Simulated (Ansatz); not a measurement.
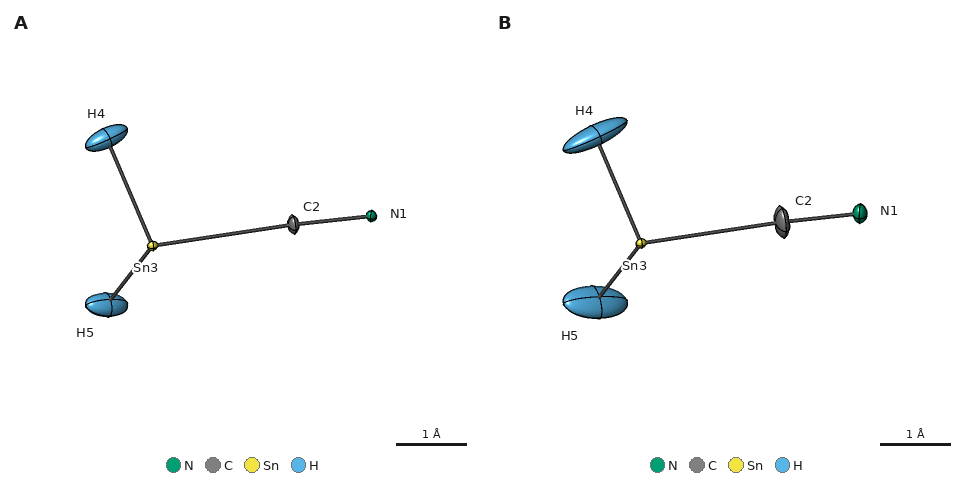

Displacement ellipsoids at the 50 % level, from the internal vibrations of the free molecule (harmonic, no overall translation or rotation; no half-axis is drawn under 0.075 Å). Charge 0, doublet. Vibrations computed with UKS PBE0-D4/def2-TZVP, core potentials on Sn (Ansatz 0.2.0). One panel is for 298 K, the other for 900 K.

Which panel is for 900 K?

Answer. B.

How much does the mean-square displacement of C2 grow, and why?

Answer. U_eq goes from 0.0063 to 0.0170 Å², a factor of 2.7. Modes below kT (626 cm⁻¹ at 900 K) grow about in proportion to T, and the lowest lies at 212 cm⁻¹; the mean-square amplitude of a mode is its zero-point value times coth(ħω/2kT), which comes close to 1 only above about 3kT.
